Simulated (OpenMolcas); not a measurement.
Run report: Ni²⁺ complex, multiconfigurational calculation

Ni²⁺ with 6 ligands (O; octahedron, 1.945 Å), embedded in MgO by model potentials and point charges, whose field is part of the energies. Computed at this level: state-averaged SS-CASPT2, IPEA shift 0.25, imaginary shift 0.1 hartree, closed shells 3s 3p of the metal and the valence shells of the ligands correlated, active space 8 electrons in the shell 3d, basis ANO-RCC-VDZP on the metal and ANO-RCC-VDZP on the ligands, DKH2 scalar Hamiltonian, spin-orbit coupling by RASSI with atomic mean-field integrals (OpenMolcas).

## The program's output (extracts)
```
--- CASPT2 ---
Orbital specifications:
      -----------------------

      Symmetry species                           1   2
                                                ag  au
      Frozen orbitals                            5   6
      Inactive orbitals                         13  15
      Active orbitals                            5   0
      Secondary orbitals                        46  52
      Deleted orbitals                           0   0
      Number of basis functions                 69  73
Type of calculation                        SS-CASPT2
      Fock operator                              state-specific
      IPEA shift                                 0.25
      Real shift                                 0.00
      Imaginary shift                            0.10
      The input orbitals will be transformed to quasi-canonical
Reference energy:       -1978.3023755973
      E2 (Non-variational):      -1.7237240030
      Shift correction:          -0.0011273602
      E2 (Variational):          -1.7248513632
      Total energy:           -1980.0272269605
      Residual norm:              0.0000004279
      Reference weight:           0.71312
      Contributions to the CASPT2 correlation energy
      Active & Virtual Only:         -0.2298167910
      One Inactive Excited:          -0.2692469293
      Two Inactive Excited:          -1.2246602827
Reference energy:       -1978.2518954244
      E2 (Non-variational):      -1.7112997431
      Shift correction:          -0.0011133575
      E2 (Variational):          -1.7124131005
      Total energy:           -1979.9643085249
      Residual norm:              0.0000002551
      Reference weight:           0.71503
      Contributions to the CASPT2 correlation energy
      Active & Virtual Only:         -0.2252878892
      One Inactive Excited:          -0.2661556069
      Two Inactive Excited:          -1.2198562470
::    CASPT2 Root  1     Total energy:  -1980.02722696
::    CASPT2 Root  2     Total energy:  -1979.96430852
::    CASPT2 Root  3     Total energy:  -1979.96442167
::    CASPT2 Root  4     Total energy:  -1979.96463018
::    CASPT2 Root  5     Total energy:  -1979.93193192
::    CASPT2 Root  6     Total energy:  -1979.93192359
::    CASPT2 Root  7     Total energy:  -1979.93190711
::    CASPT2 Root  8     Total energy:  -1979.87575349
::    CASPT2 Root  9     Total energy:  -1979.87574929
::    CASPT2 Root 10     Total energy:  -1979.87574169
--- CASPT2 ---
Orbital specifications:
      -----------------------

      Symmetry species                           1   2
                                                ag  au
      Frozen orbitals                            5   6
      Inactive orbitals                         13  15
      Active orbitals                            5   0
      Secondary orbitals                        46  52
      Deleted orbitals                           0   0
      Number of basis functions                 69  73
Type of calculation                        SS-CASPT2
      Fock operator                              state-specific
      IPEA shift                                 0.25
      Real shift                                 0.00
      Imaginary shift                            0.10
      The input orbitals will be transformed to quasi-canonical
Reference energy:       -1978.2187359988
      E2 (Non-variational):      -1.7455283386
      Shift correction:          -0.0011819668
      E2 (Variational):          -1.7467103054
      Total energy:           -1979.9654463042
      Residual norm:              0.0000007292
      Reference weight:           0.70889
      Contributions to the CASPT2 correlation energy
      Active & Virtual Only:         -0.2320430486
      One Inactive Excited:          -0.2831001530
      Two Inactive Excited:          -1.2303851371
Reference energy:       -1978.2187359987
      E2 (Non-variational):      -1.7455318497
      Shift correction:          -0.0011820455
      E2 (Variational):          -1.7467138952
      Total energy:           -1979.9654498939
      Residual norm:              0.0000007331
      Reference weight:           0.70889
      Contributions to the CASPT2 correlation energy
      Active & Virtual Only:         -0.2320454293
      One Inactive Excited:          -0.2831014753
      Two Inactive Excited:          -1.2303849451
::    CASPT2 Root  1     Total energy:  -1979.96544630
::    CASPT2 Root  2     Total energy:  -1979.96544989
::    CASPT2 Root  3     Total energy:  -1979.90334315
::    CASPT2 Root  4     Total energy:  -1979.90336082
::    CASPT2 Root  5     Total energy:  -1979.90336225
::    CASPT2 Root  6     Total energy:  -1979.91313550
::    CASPT2 Root  7     Total energy:  -1979.87337747
::    CASPT2 Root  8     Total energy:  -1979.87368072
::    CASPT2 Root  9     Total energy:  -1979.87365129
::    CASPT2 Root 10     Total energy:  -1979.82177035
::    CASPT2 Root 11     Total energy:  -1979.82191544
::    CASPT2 Root 12     Total energy:  -1979.82067432
::    CASPT2 Root 13     Total energy:  -1979.82067414
::    CASPT2 Root 14     Total energy:  -1979.82065604
::    CASPT2 Root 15     Total energy:  -1979.72458657
```

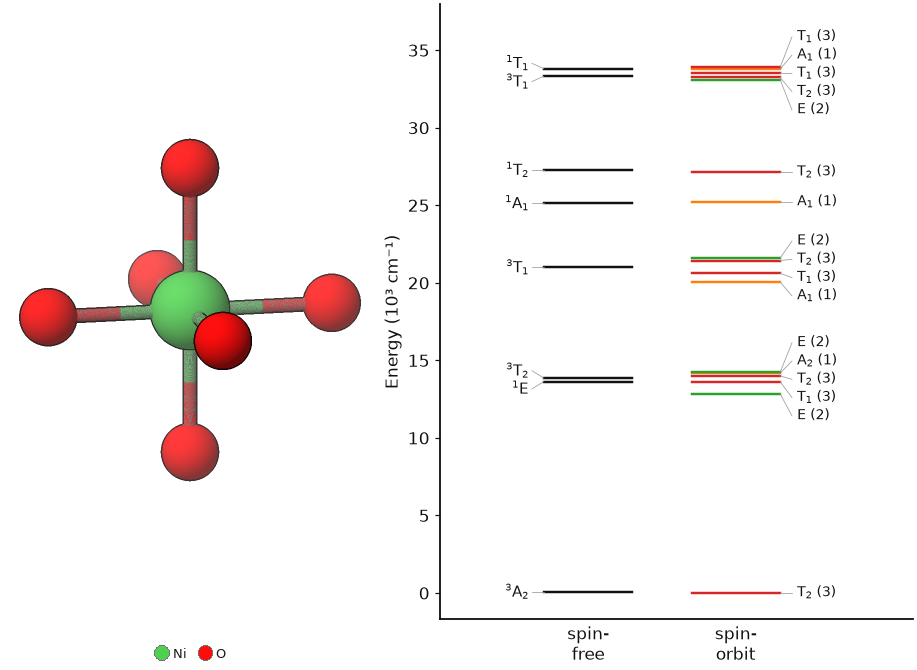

Figure 1. Ni²⁺ (3d⁸) as a dopant in MgO, a cluster with its 6 nearest O²⁻ at 1.945 Å (octahedron) embedded in model potentials and point charges; the geometry was set, not optimised, and its levels. Labels give the representation in O, Td, D4 or D3 as the site allows (double group for half-integer spin) where it could be assigned and, in brackets, the degeneracy; spin-free states, where drawn, share the zero of the spin-orbit levels. The ground level is T₂, 3-fold degenerate, 100 % from states of spin multiplicity 3. The next level lies at 12,800 cm⁻¹ (E). The lowest spin-free state is ³A₂, from the free-ion F term; of the same spin there follow at 13,800 cm⁻¹ (³T₂), 20,900 cm⁻¹ (³T₁) and 33,200 cm⁻¹ (³T₁) above it.

## The input
```
&GATEWAY
Basis set
Ni.ANO-RCC-VDZP.
Ni1 0.0 0.0 0.0 Angstrom
End of basis
Basis set
O.ANO-RCC-VDZP.
L1 1.945000 0.000000 0.000000 Angstrom
L2 0.000000 1.945000 0.000000 Angstrom
L3 0.000000 0.000000 1.945000 Angstrom
End of basis
Basis set
Mg.EMB-AIMP.Pascual.10s4p.1s1p.ECP.MgO.
PseudoCharge
* 3 symmetry-unique lattice sites within 7.6 angstrom
End of basis
Basis set
Mg.EMB-AIMP.Pascual.0s.0s.ECP.MgO.
PseudoCharge
* 40 symmetry-unique lattice sites within 7.6 angstrom
End of basis
Basis set
O.EMB-AIMP.Pascual.0s.0s.ECP.MgO.
PseudoCharge
* 55 symmetry-unique lattice sites within 7.6 angstrom
End of basis
Symmetry
XYZ
AngMom=0.0 0.0 0.0
AMFI
RICD
XField
997 Angstrom 0
* Evjen-weighted lattice charges
&SEWARD
&RASSCF
FileOrb=start.orb
Symmetry=1
Spin=3
nActEl=8 0 0
Inactive=18 21
Ras2=5 0
CIRoot=10 10 1
SDav=10
CIMx=300
Iter=150 100
PrWF=0.3
OrbListing=Nothing
MaxOrb=0
LevShft=1.0
>>> COPY $Project.JobIph JOB001
&RASSCF
FileOrb=start.orb
Symmetry=1
Spin=1
nActEl=8 0 0
Inactive=18 21
Ras2=5 0
CIRoot=15 15 1
SDav=15
CIMx=300
Iter=150 100
PrWF=0.3
OrbListing=Nothing
MaxOrb=0
LevShft=1.0
>>> COPY $Project.JobIph JOB002
&RASSI
NrOfJobIphs=2 10 15
1 2 3 4 5 6 7 8 9 10
1 2 3 4 5 6 7 8 9 10 11 12 13 14 15
IphNames
JOB001
JOB002
EJob
SpinOrbit
DIPRint=1.0
SOCoupling=1000.0
Subsets=2
Property=9
'ANGMOM' 1 'ANGMOM' 2 'ANGMOM' 3 'MLTPL  1' 1 'MLTPL  1' 2 'MLTPL  1' 3
'AMFI' 1 'AMFI' 2 'AMFI' 3
SOProperty=3
'ANGMOM' 1 'ANGMOM' 2 'ANGMOM' 3
>>> COPY JOB001 $Project.JobIph
&CASPT2
Multistate=10 1 2 3 4 5 6 7 8 9 10
NoMult
Frozen=5 6
IPEA=0.25
Imaginary=0.1
MaxIter=60
WThr=0.0 0.3 0.05
PrWF=0.5
NoMix
>>> COPY JOB002 $Project.JobIph
&CASPT2
Multistate=15 1 2 3 4 5 6 7 8 9 10 11 12 13 14 15
NoMult
Frozen=5 6
IPEA=0.25
Imaginary=0.1
MaxIter=60
WThr=0.0 0.3 0.05
PrWF=0.5
NoMix
```

The file start.orb holds starting orbitals from an earlier step. A driver script formed the levels outside the program, from RASSI's spin-orbit matrix and the CASPT2 energies (for multi-state variants, the effective Hamiltonian), averaged over the components of each term or state. The log and the time are those of the CASPT2 step.

Run as:
```bash
OMP_NUM_THREADS=1 MOLCAS_MEM=2457 MOLCAS_PROJECT=a pymolcas a.inp > a.log  # once for each step of the input, in one work folder
```

## Key numbers

- outcome: converged
- energy of the lowest spin-free term: −1980.02723 hartree
- energy of the lowest spin-orbit level: −1980.02758 hartree
- CASPT2 correlation energy: −1.7249 hartree
- largest spread among components of a term: 70.6 cm⁻¹
- lowest reference weight: 0.698
- hardware: 1 thread of Arm Neoverse V1, 24 GiB of memory available, shared host
- wall time: 87 s
- peak memory: 0.18 GiB

## Remarks

The components of ³T2, which symmetry makes degenerate, are split by 71 cm⁻¹ in CASPT2, and those of 1 more by over 50 cm⁻¹. This is an artefact; the levels of such states rest on averages and are uncertain by about as much. Caveats: with a single d shell and no ligand orbitals active, the ligand field and the g values of a late 3d ion can be well off; the geometry is set by hand, with no relaxation.
